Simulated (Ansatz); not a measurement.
# B2ClH5OSi: what the fields show

```yaml
atoms:
  - { symbol: B, position_ang: [1.2419, -0.1342, -1.8810] }
  - { symbol: B, position_ang: [0.7994, -0.7746, 0.6801] }
  - { symbol: Cl, position_ang: [2.1647, -1.4022, 1.6337] }
  - { symbol: O, position_ang: [1.0218, -0.4562, -0.5961] }
  - { symbol: Si, position_ang: [-1.0098, -0.5749, 1.5749] }
  - { symbol: H, position_ang: [1.0801, -0.9870, -2.7208] }
  - { symbol: H, position_ang: [1.5856, 0.9948, -2.1375] }
  - { symbol: H, position_ang: [-2.0461, -0.0504, 0.6325] }
  - { symbol: H, position_ang: [-1.4588, -1.9019, 2.0985] }
  - { symbol: H, position_ang: [-0.8923, 0.3627, 2.7343] }
```

Geometry: r2SCAN-D4/def2-SVP.

Level of theory: Ansatz, isolated molecule in a Gaussian basis; Kohn-Sham density functional theory, functional PBE0.

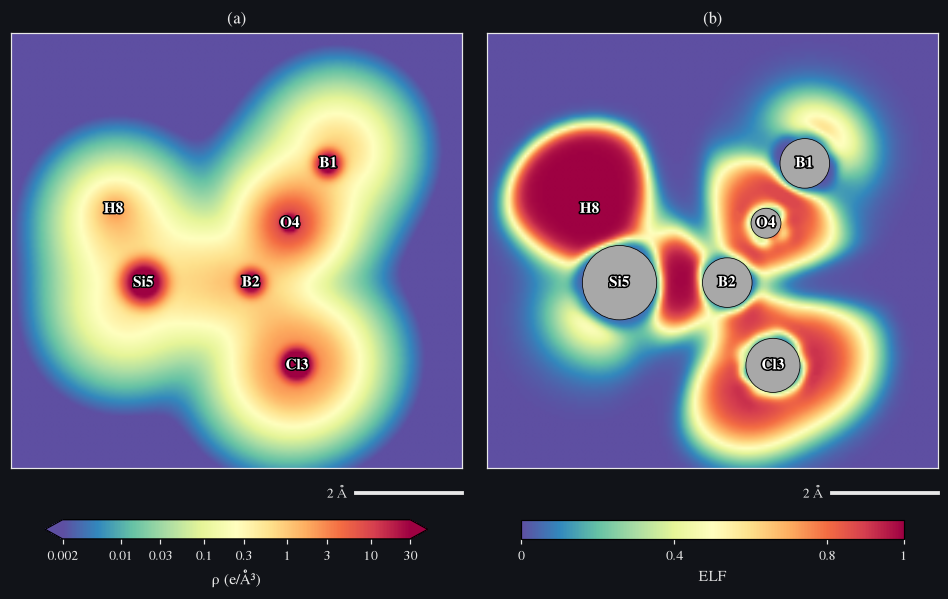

Figure 1. (a) total electron density; (b) ELF on the plane of atoms Cl3, B2 and O4. Grey discs cover the atomic cores in the ELF map.

Q: What does the map show?

A:
- The section cuts through B, Cl, O, Si and H sites.
- B–O (1.33 Å): ρ is about 2.2 e/Å³ halfway; the ELF peaks at about 0.85 between the atoms (a polar covalent bond).
- B–Cl (1.78 Å): ρ at the midpoint is about 1.3 e/Å³; the ELF peaks at about 0.90 between the atoms; a polar covalent bond.
- Si–B (2.03 Å): the density is about 0.79 e/Å³ at the midpoint; the ELF peaks at about 1 between the atoms (a shared electron pair).
- Si–H (1.50 Å): ρ is about 0.78 e/Å³ halfway; the ELF climbs to about 1 towards the hydrogen, as it does in any bond to H.
- The ELF also peaks beside Cl3 and O4, away from the bonds: lone-pair regions.

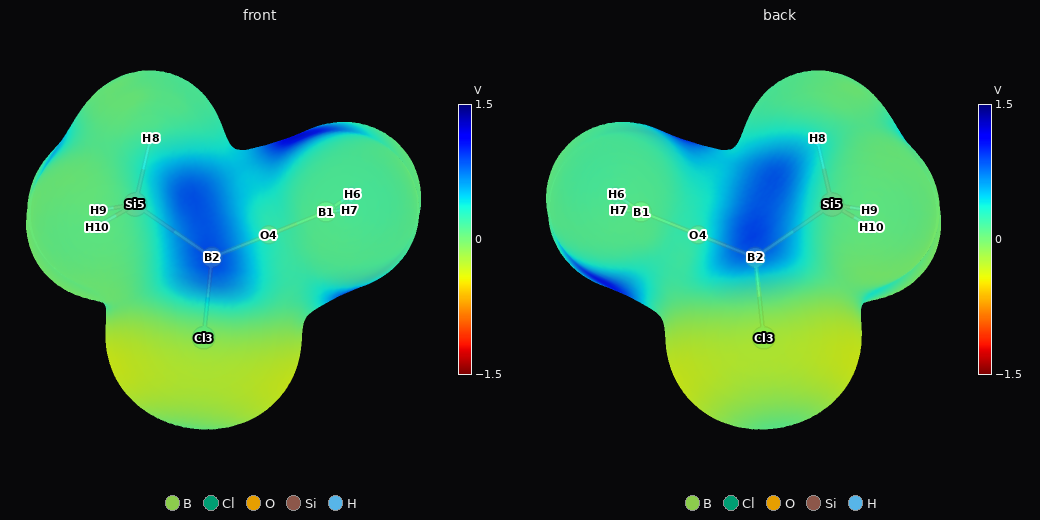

Figure 2. The electrostatic potential painted on the density surface at 0.001 e/bohr³, seen from the front and from behind; red is negative and blue positive.

Q: Describe the electrostatic potential map.

A: The most negative region (about −0.4 V, or −9 kcal/mol for a unit charge) lies over Cl3, the most positive (about +1.2 V, or +28 kcal/mol for a unit charge) over B1.

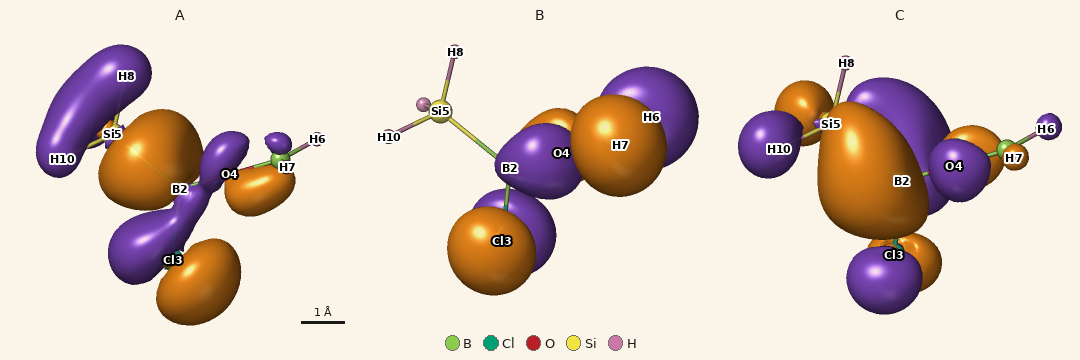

Figure 3. Three frontier orbitals at ±0.08 Å⁻³ᐟ² (orange and purple are the two phases), in no order.

Q: Which picture is the HOMO−1, the HOMO and the LUMO?

A: B is the HOMO−1 (−8.95 eV). It lies mainly on Cl3 (about 20 %), O4 (about 20 %), B1 (about 20 %), H6 (about 15 %) and H7 (about 15 %). A is the HOMO (−8.42 eV). By Hirshfeld shares it lies mainly on Cl3 (about 30 %), Si5 (about 30 %), B2 (about 25 %) and O4 (about 5 %). C is the LUMO (−1.43 eV). By Hirshfeld shares it lies mainly on B2 (about 40 %), Si5 (about 20 %), Cl3 (about 15 %) and O4 (about 10 %).

Q: What is the HOMO–LUMO gap?

A: 6.99 eV between the orbital energies.
